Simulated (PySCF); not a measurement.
The calculation's input:

```
{"job": {"kind": "uv", "xc": "CAM-B3LYP", "basis": "def2-SVPD", "ip": true}, "charge": 0, "multiplicity": 1}
C     -3.982603     0.061124     0.372043
C     -2.687151    -0.423783    -0.257660
C     -1.458325    -0.147565     0.599222
C     -0.153501    -0.653205    -0.009478
C      1.088847    -0.391367     0.871378
Si     2.615636    -0.561847    -0.235901
O      1.955592    -0.124079    -1.718406
Si     0.282773     0.041525    -1.730383
H     -4.851211    -0.152004    -0.268880
H     -4.158079    -0.426461     1.344441
H     -3.957411     1.148248     0.549332
H     -2.752217    -1.507832    -0.458891
H     -2.561656     0.054004    -1.247570
H     -1.376171     0.940742     0.777674
H     -1.600264    -0.602596     1.596937
H     -0.241362    -1.747018    -0.162988
H      1.061202     0.646082     1.251779
H      1.109488    -1.047887     1.757497
H      3.139392    -1.960325    -0.296955
H      3.733221     0.355092     0.132242
H     -0.097727     1.482189    -1.871274
H     -0.300644    -0.727077    -2.867968
```

Command:

```sh
OMP_NUM_THREADS=1 python probes_run.py task.json out
```

Geometry: PBE0-D3(BJ)/def2-SVP.

Level of theory: PySCF 2.14.0, CAM-B3LYP/def2-SVPD, SCF density, gas phase.

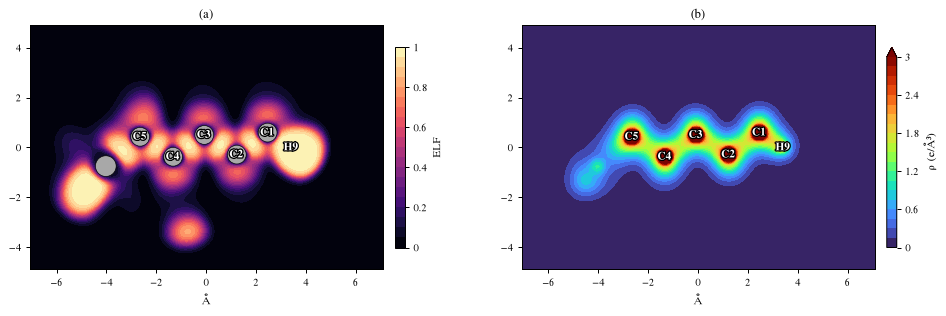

C$_{5}$H$_{14}$OSi$_{2}$. (a) electron localisation function; (b) electron density on the plane of atoms C3, C4 and C5. Grey discs cover the atomic cores in the ELF map.

### Describe what can be read from this map.

Atoms in the plane: C and H.
C–C (1.52 Å): ρ is about 1.7 e/Å³ halfway; the ELF peaks at about 0.95 between the atoms: localised, covalent bonding.
C–H (1.10 Å): the density is about 1.9 e/Å³ at the midpoint; the ELF climbs to about 1 towards the hydrogen, as it does in any bond to H; an ordinary covalent bond to hydrogen.
